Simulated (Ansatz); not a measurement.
# Σ9 (221) boundary in fcc Al: structure and resistance, part 3 of 3

How much does the Σ9 (221) boundary in fcc Al reflect electrons?

Ansatz 0.2.0; Ansatz plane-wave DFT, LDA, PAW files; relaxation of a bicrystal slab with its lowest layers held; PAW set soft_1 (the session's first sound run).

So far. Step 3 (Transmission across the boundary): Over the solved energies the transmission per spin lies between 3.11 and 3.23, out of 4.69 channels of the lead on average (up to 4.81). The log calls the step of a lead's potential too much. Step 4 (Specific resistance): Averaged over the energies near the Fermi level, 67.4 % of the channels pass, which makes 0.328 fΩ m².

### Step 5. Single-crystal slab for reference

This step: Ansatz plane-wave DFT, LDA, PAW files; relaxation of a single-crystal slab with its lowest layers held; PAW set soft_1 (Ansatz 0.2.0).

System of this step: Al slab, plane (2, 2, 1). The cell holds 29 atoms: 29 Al. Its edges and angles: a = 2.862 Å, b = 8.587 Å, c = 29.891 Å, α = 90.0°, β = 90.0°, γ = 90.0°. It derives from Al. Vacuum lies along c.

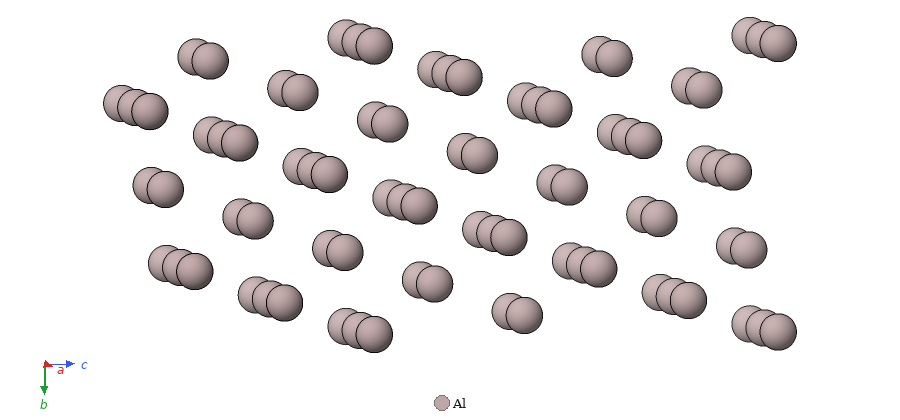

The cell of this step (aluminium light grey). 2×1×1 cells are drawn. Some periodic images of atoms are drawn too.

input.yaml

```yaml
crystal:
  lattice:
    - [2.862347037, 0.0, 0.0]
    - [0.0, 8.5870411111, 0.0]
    - [0.0, 0.0, 29.8905266676]
  atoms:
    - { symbol: Al, position: [0.0, 0.2222222223, 0.1672770793] }
    - { symbol: Al, position: [0.5, 0.5000000001, 0.1898481659] }
    - { symbol: Al, position: [1.0, 0.7777777779, 0.2124192526] }
    - { symbol: Al, position: [0.5, 0.0555555556, 0.2349903392] }
    - { symbol: Al, position: [1.0, 0.3333333334, 0.2575614258] }
    - { symbol: Al, position: [0.5, 0.6111111112, 0.2801325124] }
    - { symbol: Al, position: [0.0, 0.888888889, 0.3027035991] }
    - { symbol: Al, position: [0.5, 0.1666666667, 0.3252746857] }
    - { symbol: Al, position: [0.0, 0.4444444445, 0.3478457723] }
    - { symbol: Al, position: [0.5, 0.7222222223, 0.3704168589] }
    - { symbol: Al, position: [0.0, 1.0e-10, 0.3929879456] }
    - { symbol: Al, position: [0.5, 0.2777777778, 0.4155590322] }
    - { symbol: Al, position: [0.0, 0.5555555556, 0.4381301188] }
    - { symbol: Al, position: [0.5, 0.8333333334, 0.4607012054] }
    - { symbol: Al, position: [0.0, 0.1111111112, 0.4832722921] }
    - { symbol: Al, position: [0.5, 0.3888888889, 0.5058433787] }
    - { symbol: Al, position: [1.0, 0.6666666667, 0.5284144653] }
    - { symbol: Al, position: [0.5, 0.9444444445, 0.5509855519] }
    - { symbol: Al, position: [0.0, 0.2222222223, 0.5735566386] }
    - { symbol: Al, position: [0.5, 0.5, 0.5961277252] }
    - { symbol: Al, position: [0.0, 0.7777777778, 0.6186988118] }
    - { symbol: Al, position: [0.5, 0.0555555556, 0.6412698984] }
    - { symbol: Al, position: [1.0, 0.3333333334, 0.6638409851] }
    - { symbol: Al, position: [0.5, 0.6111111111, 0.6864120717] }
    - { symbol: Al, position: [0.0, 0.8888888889, 0.7089831583] }
    - { symbol: Al, position: [0.5, 0.1666666667, 0.731554245] }
    - { symbol: Al, position: [0.0, 0.4444444445, 0.7541253316] }
    - { symbol: Al, position: [0.5, 0.7222222222, 0.7766964182] }
    - { symbol: Al, position: [0.0, 0.0, 0.7992675048] }
kpoints:
  mp_grid: { grid: [8, 3, 1] }
hamiltonian:
  xc: lda
  pseudopotentials: { kind: paw, azcp: { folder: soft_1 }, xc_functional: pbe }
scf:
  occupations: { method: fermi_dirac, width: 0.1 }
relax:
  f_tol: 0.03
  max_steps: 80
  constraints: [{ sites: [0, 1, 2, 3, 4] }]
```

Launch:

```console
$ ansatz run input.yaml --threads 4 --pin off --max-ram 15360MiB --backend cpu --events-out ev --progress --plain --runs-dir out
```

Numbers of over 12 decimals in the logs are rounded to 6 here.

What it wrote:

```text
Warning: crystal.symmetry: narrowed to the stabiliser of the relax constraints — unitary ops 4 → 2; lowered at sites 0, 1, 2, 3, 4, 24, 25, 26, 27, 28 (the operations that carried what is held of a site onto what its image site leaves free; the constrained walk keeps no symmetry that its constraints do not admit)
[...]
Crystal: 29 atoms, lattice volume = 734.682 Å³
Basis set: ecut = 420 eV, 14359 PW (Γ)
Bands: 73, of which v1, the nominal top of the filled ones, is band 44 counted from 1 (43 counted from 0)
Symmetry: 2 space group operations
k-points: 10 of 24 (time reversal used)
[...]
SCF iter   1: F=—  HF=-14873.738867 eV  |F-HF|=—  |Δ(HF+E_count)|=         —  Δρ=2.00e-2  dr2=5.17e1  ethr=3.10e-3  ⟨swp⟩=9.3  Hψ=4370  notcnv=0  defer=24
[...]
SCF iter   6: F=-14869.889340 eV  HF=-14869.889342 eV  |F-HF|=2.28e-6  |Δ(HF+E_count)|=   3.59e-6  Δρ=2.32e-5  dr2=7.79e-6  ethr=2.59e-8  ⟨swp⟩=3.8  Hψ=2987  notcnv=0
SCF 1 converged in 6 iterations: F = -14869.889340 eV  dr2 = 7.79e-6
[...]
relax step   1: F+E_penalty+E_count = -14869.88933991 eV  Δ(F+E_penalty+E_count) = +0.000e0 eV  max|allowed force component| = 3.506e-1 eV/Å  Δτ_max = 0.0000 Å  (6 SCF iters, dr2 threshold 2.25e-5 eV, accepted)
[...]
SCF iter   5: F=-14869.994368 eV  HF=-14869.994370 eV  |F-HF|=2.56e-6  |Δ(HF+E_count)|=   5.31e-6  Δρ=1.25e-5  dr2=4.10e-6  ethr=2.09e-9  ⟨swp⟩=5.3  Hψ=2502  notcnv=0
SCF 2 converged in 5 iterations: F = -14869.994368 eV  dr2 = 4.10e-6
[...]
relax step   2: F+E_penalty+E_count = -14869.99436756 eV  Δ(F+E_penalty+E_count) = -1.050e-1 eV  max|allowed force component| = 1.444e-1 eV/Å  Δτ_max = 0.1945 Å  (5 SCF iters, dr2 threshold 7.68e-6 eV, accepted)
[...]
SCF iter   6: F=-14870.069880 eV  HF=-14870.069880 eV  |F-HF|=2.13e-7  |Δ(HF+E_count)|=   1.47e-7  Δρ=3.56e-6  dr2=3.25e-7  ethr=1.50e-9  ⟨swp⟩=4.6  Hψ=2141  notcnv=0
SCF 3 converged in 6 iterations: F = -14870.069880 eV  dr2 = 3.25e-7
relax step   3: F+E_penalty+E_count = -14870.06987970 eV  Δ(F+E_penalty+E_count) = -7.551e-2 eV  max|allowed force component| = 4.684e-2 eV/Å  Δτ_max = 0.1940 Å  (6 SCF iters, dr2 threshold 1.30e-6 eV, accepted)
[...]
relax step   4: F+E_penalty+E_count = -14870.12304121 eV  Δ(F+E_penalty+E_count) = -5.316e-2 eV  max|allowed force component| = 4.372e-2 eV/Å  Δτ_max = 0.1953 Å  (7 SCF iters, accepted)
[...]
SCF iter   1: F=—  HF=-14870.158391 eV  |F-HF|=—  |Δ(HF+E_count)|=         —  Δρ=2.52e-3  dr2=5.02e-1  ethr=9.58e-4  ⟨swp⟩=1.1  Hψ=2767  notcnv=0  defer=60
eigensolver tolerance schedule: the retry pair's looser diagonalisation over-reported the residual by 0.66 of it (diagonalisation noise at 0.42 of the residual, at the tolerance the schedule requests for it); recorded, not acted on — ethr = c·dr2/N_el stays at c = 1.0e-1
[...]
SCF iter   2: F=—  HF=-14870.134443 eV  |F-HF|=—  |Δ(HF+E_count)|=   2.39e-2  Δρ=5.14e-4  dr2=6.67e-3  ethr=5.77e-4  ⟨swp⟩=1.5  Hψ=678  notcnv=0  defer=60
[...]
SCF iter   7: F=-14870.130766 eV  HF=-14870.130766 eV  |F-HF|=7.62e-9  |Δ(HF+E_count)|=   1.06e-8  Δρ=6.47e-7  dr2=1.25e-8  ethr=1.15e-10  ⟨swp⟩=5.0  Hψ=2317  notcnv=0
SCF 5 converged in 7 iterations: F = -14870.130766 eV  dr2 = 1.25e-8
relax step   5: F+E_penalty+E_count = -14870.13076582 eV  Δ(F+E_penalty+E_count) = -7.725e-3 eV  max|allowed force component| = 2.977e-2 eV/Å  Δτ_max = 0.1230 Å  (7 SCF iters, accepted)
SCF converged after 7 iterations
Free energy (F): -14870.130766 eV
[...]
Internal energy: -14869.757519 eV  (E = F + TS)
E sigma→0 (E₀):  -14869.944142 eV
Entropy (-TS):   -0.373247 eV (-12.871 meV/atom)
Fermi energy:    3.578846 eV
[...]
--- Forces (eV/Å), atoms counted from 1 ---
  atom   1  Al     0.00000000     0.16702153     0.39365963
  atom   2  Al     0.00000000     0.02249218     0.08874700
  atom   3  Al     0.00000000    -0.00660492    -0.06130071
  atom   4  Al     0.00000000    -0.13201083    -0.31962436
  atom   5  Al     0.00000000    -0.03478036    -0.12820270
  atom   6  Al     0.00000000    -0.00935776     0.02863001
  atom   7  Al     0.00000000    -0.00163458     0.01514188
  atom   8  Al     0.00000000     0.00257569    -0.00751599
  atom   9  Al     0.00000000     0.00733007    -0.02264407
  atom  10  Al     0.00000000     0.00114871    -0.02618644
  atom  11  Al     0.00000000    -0.00122244    -0.00530893
  atom  12  Al     0.00000000     0.00194961     0.01617448
  atom  13  Al     0.00000000    -0.00684130     0.02635828
  atom  14  Al     0.00000000    -0.00616659     0.00830893
  atom  15  Al     0.00000000     0.00709648    -0.00789235
  atom  16  Al     0.00000000    -0.00055593    -0.02976790
  atom  17  Al     0.00000000    -0.00224616    -0.02716844
  atom  18  Al     0.00000000     0.00019273    -0.00471331
  atom  19  Al     0.00000000    -0.00153101     0.00282336
  atom  20  Al     0.00000000    -0.00116443     0.02367525
  atom  21  Al     0.00000000    -0.00006344     0.02392111
  atom  22  Al     0.00000000    -0.01683474     0.00209503
  atom  23  Al     0.00000000     0.01464656    -0.00877780
  atom  24  Al     0.00000000     0.00271416     0.00190774
  atom  25  Al     0.00000000    -0.00344548    -0.00953642
  atom  26  Al     0.00000000    -0.01554509     0.00964042
  atom  27  Al     0.00000000     0.01248659     0.01133397
  atom  28  Al     0.00000000    -0.01324642     0.00402812
  atom  29  Al     0.00000000     0.01360427     0.00216752
  max |Σ_I F_I| component: 2.67e-5 eV/Å
--- Relaxed structure (5 steps of the walk, 5 accepted, 0 SCFs on fresh bases) ---
  F+E_penalty+E_count = -14870.13076582 eV   max|allowed force component| = 2.977e-2 eV/Å
  atoms:
    - { symbol: Al, position: [0.0, 0.222222, 0.167277] }
    - { symbol: Al, position: [0.5, 0.500000, 0.189848] }
    - { symbol: Al, position: [1.0, 0.777778, 0.212419] }
    - { symbol: Al, position: [0.5, 0.055556, 0.234990] }
    - { symbol: Al, position: [1.0, 0.333333, 0.257561] }
    - { symbol: Al, position: [0.5, 0.609135, 0.278140] }
    - { symbol: Al, position: [0.0, 0.887308, 0.300333] }
    - { symbol: Al, position: [0.5, 0.166542, 0.322071] }
    - { symbol: Al, position: [0.0, 0.445522, 0.344111] }
    - { symbol: Al, position: [0.5, 0.723918, 0.365480] }
    - { symbol: Al, position: [0.0, 0.00234519, 0.387478] }
    - { symbol: Al, position: [0.5, 0.279015, 0.409538] }
    - { symbol: Al, position: [0.0, 0.556413, 0.431032] }
    - { symbol: Al, position: [0.5, 0.833423, 0.452947] }
    - { symbol: Al, position: [0.0, 0.111096, 0.475011] }
    - { symbol: Al, position: [0.5, 0.389357, 0.496784] }
    - { symbol: Al, position: [1.0, 0.666496, 0.518379] }
    - { symbol: Al, position: [0.5, 0.944587, 0.540419] }
    - { symbol: Al, position: [0.0, 0.220467, 0.562443] }
    - { symbol: Al, position: [0.5, 0.497296, 0.583944] }
    - { symbol: Al, position: [0.0, 0.777178, 0.604786] }
    - { symbol: Al, position: [0.5, 0.058656, 0.628591] }
    - { symbol: Al, position: [1.0, 0.332724, 0.649964] }
    - { symbol: Al, position: [0.5, 0.611139, 0.669949] }
    - { symbol: Al, position: [0.0, 0.888303, 0.690796] }
    - { symbol: Al, position: [0.5, 0.172570, 0.718853] }
    - { symbol: Al, position: [0.0, 0.444569, 0.737300] }
    - { symbol: Al, position: [0.5, 0.713259, 0.756834] }
    - { symbol: Al, position: [0.0, -0.020339, 0.777312] }
```

It took 62 s on 4 threads of Arm Neoverse V1, shared host; peak memory 1.4 GiB; 4.1 min of CPU time.

Relaxation path:

| step | energy less that of the first step (eV) | largest force component (eV/Å) |
| --- | --- | --- |
| 1 | 0.0000 | 0.3506 |
| 2 | -0.1050 | 0.1444 |
| 3 | -0.1805 | 0.0468 |
| 4 | -0.2337 | 0.0437 |
| 5 | -0.2414 | 0.0298 |

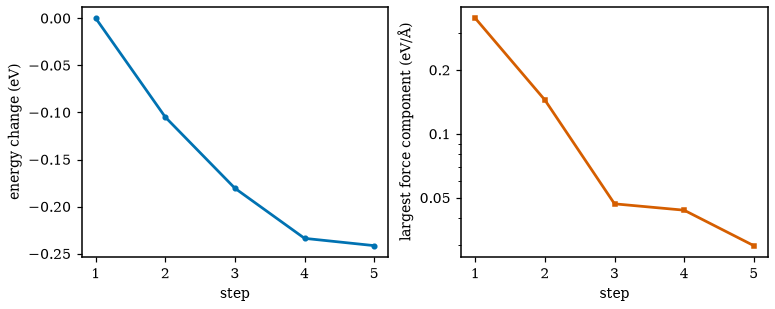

Energy and largest force along the relaxation.

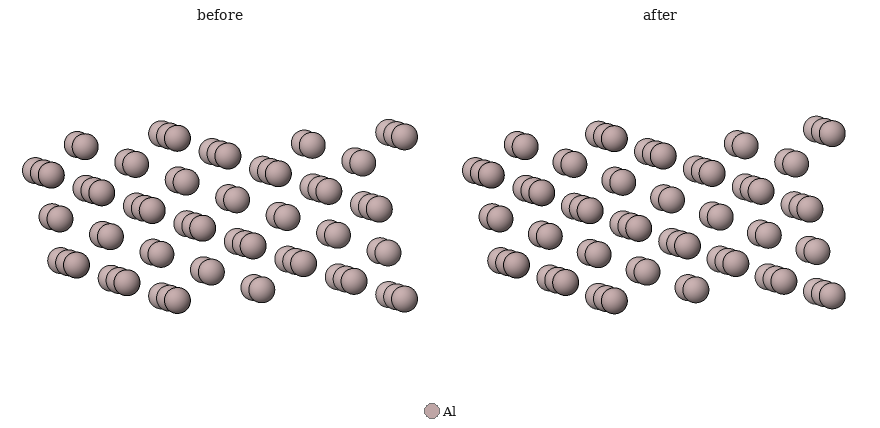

The structure before and after the relaxation, drawn at the same scale.

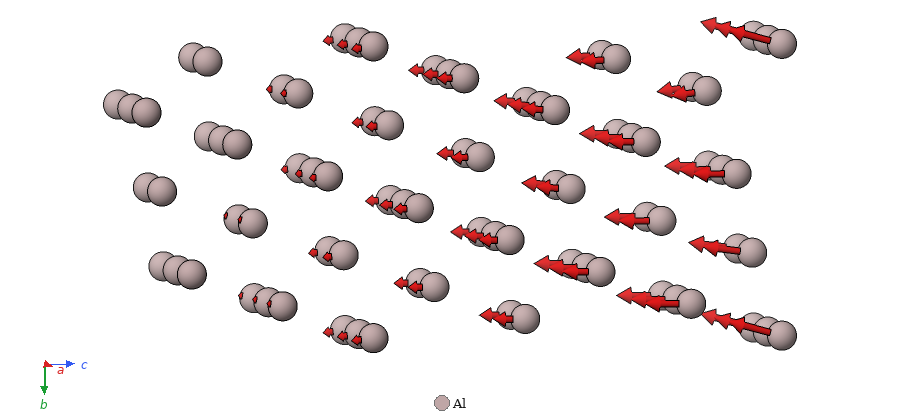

Displacements in the relaxation, exaggerated; the longest in the cell stands for 0.68 Å. 2×1×1 cells are drawn. Some periodic images of atoms are drawn too.

The atoms that moved most (Å):

| atom | dx | dy | dz | length |
| --- | --- | --- | --- | --- |
| Al29 | 0.000 | -0.175 | -0.656 | 0.679 |
| Al28 | 0.000 | -0.077 | -0.594 | 0.599 |
| Al25 | 0.000 | -0.005 | -0.544 | 0.544 |
| Al27 | 0.000 | 0.001 | -0.503 | 0.503 |
| Al24 | 0.000 | 0.000 | -0.492 | 0.492 |
| Al21 | 0.000 | -0.005 | -0.416 | 0.416 |
| Al23 | 0.000 | -0.005 | -0.415 | 0.415 |
| Al26 | 0.000 | 0.051 | -0.380 | 0.383 |

The relaxed structure:

```
Al
1.0
     2.86235    0.00000    0.00000
     0.00000    8.58704    0.00000
     0.00000    0.00000   29.89053
Al
29
Direct
  0.00000 0.22222 0.16728
  0.50000 0.50000 0.18985
  0.00000 0.77778 0.21242
  0.50000 0.05556 0.23499
  0.00000 0.33333 0.25756
  0.50000 0.60913 0.27814
  0.00000 0.88731 0.30033
  0.50000 0.16654 0.32207
  0.00000 0.44552 0.34411
  0.50000 0.72392 0.36548
  0.00000 0.00235 0.38748
  0.50000 0.27901 0.40954
  0.00000 0.55641 0.43103
  0.50000 0.83342 0.45295
  0.00000 0.11110 0.47501
  0.50000 0.38936 0.49678
  0.00000 0.66650 0.51838
  0.50000 0.94459 0.54042
  0.00000 0.22047 0.56244
  0.50000 0.49730 0.58394
  0.00000 0.77718 0.60479
  0.50000 0.05866 0.62859
  0.00000 0.33272 0.64996
  0.50000 0.61114 0.66995
  0.00000 0.88830 0.69080
  0.50000 0.17257 0.71885
  0.00000 0.44457 0.73730
  0.50000 0.71326 0.75683
  0.00000 0.97966 0.77731
```

This step gave:

```
free energy             : -14870.1308 eV
energy at zero smearing : -14869.9441 eV
Fermi energy            : 3.579 eV
```

The largest force component on a free atom ends at 0.030 eV/Å, under the tolerance of 0.03, after 5 steps.

### Step 6. Bulk reference

This step: Ansatz plane-wave DFT, LDA, PAW files; bulk reference; PAW set soft_1 (Ansatz 0.2.0).

System of this step: Al. It takes space group Fm-3m (No. 225, cubic). Conventional cell: a = 4.048 Å, b = 4.048 Å, c = 4.048 Å, α = 90.00°, β = 90.00°, γ = 90.00°. Nearest to Al lie 12 Al at 2.86 Å.

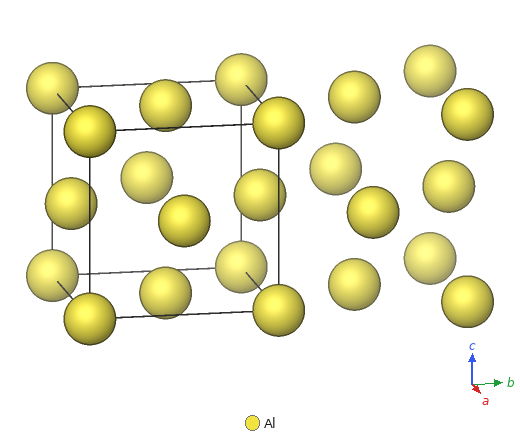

The cell of this step (aluminium yellow). 1×2×1 conventional cells are drawn. Some periodic images of atoms are drawn too.

input.yaml, the sections that differ from step 5:

```yaml
crystal:
  lattice:
    - [0.0, 2.023985, 2.023985]
    - [2.023985, 0.0, 2.023985]
    - [2.023985, 2.023985, 0.0]
  atoms:
    - { symbol: Al, position: [0.0, 0.0, 0.0] }
kpoints:
  mp_grid: { grid: [18, 18, 18] }
# hamiltonian, scf: as in step 5
# relax: removed
```

What it wrote:

```text
[...]
Crystal: 1 atoms, lattice volume = 16.583 Å³
Basis set: ecut = 420 eV, 331 PW (Γ)
Bands: 6, of which v1, the nominal top of the filled ones, is band 2 counted from 1 (1 counted from 0)
Symmetry: 48 space group operations
[...]
k-points: 195 of 5832
[...]
SCF iter   1: F=—  HF=-512.922857 eV  |F-HF|=—  |Δ(HF+E_count)|=         —  Δρ=2.03e-2  dr2=7.21e-2  ethr=3.10e-3  ⟨swp⟩=4.4  Hψ=10212  notcnv=0
[...]
SCF iter   5: F=-512.873216 eV  HF=-512.873216 eV  |F-HF|=3.91e-11  |Δ(HF+E_count)|=   1.28e-8  Δρ=8.32e-7  dr2=1.05e-10  ethr=5.96e-10  ⟨swp⟩=1.0  Hψ=3156  notcnv=0
SCF 1 converged in 5 iterations: F = -512.873216 eV  dr2 = 1.05e-10
[...]
SCF converged after 5 iterations
Free energy (F): -512.873216 eV
[...]
Internal energy: -512.858645 eV  (E = F + TS)
E sigma→0 (E₀):  -512.865930 eV
Entropy (-TS):   -0.014572 eV (-14.572 meV/atom)
Fermi energy:    7.660407 eV
[...]
```

It took 0.43 s on 4 threads; peak memory 0.25 GiB; 1.2 s of CPU time.

This step gave:

```yaml
free_energy: -512.8732 eV
energy_at_zero_smearing: -512.8659 eV
fermi_energy: 7.660 eV
```

### Step 7. Boundary energy

This step: Ansatz plane-wave DFT, LDA, PAW files; bicrystal less single-crystal slab less bulk atoms, a boundary area; PAW set soft_1 (Ansatz 0.2.0).

Numbers from this step:

* excess energy of the cell: 0.7818 eV
* boundary energy: 0.5096 J/m²

The boundary costs 0.51 J/m².

By hand: 0.782 eV / 24.58 Å² × 16.02 = 0.510 J/m².

### Step 8. Summary of results

```yaml
specific_resistance_of_the_boundary: 0.328 fΩ m²
share_of_channels_that_pass: 0.674
boundary_energy: 0.510 J/m²
```

The boundary has a specific resistance of 0.33 fΩ m² and an energy of 0.51 J/m². The boundary reflects 33 % of the channels; 0.33 fΩ m² is 3.3×10⁻¹² Ω·cm². That equals the resistance of 12 nm of bulk Al at 300 K (measured 2.733 µΩ cm, CRC Handbook of Chemistry and Physics, 84th ed., 2003, Electrical Resistivity of Pure Metals). One starting structure was relaxed; another shift or atom count at the boundary may lie lower. A lead's potential steps by up to 37 meV from period to period, which the log calls too much, so longer leads could move the result.

[Logs are printed without paths, hosts, clocks, repeated set-up lines and the standing remarks that a program may print on its own settings, such as how far it seeks lower states.]

[Hosts, paths, dates, database ids (printed as entryN), source tags and the programs' standing remarks are cut or masked in the printed files.]
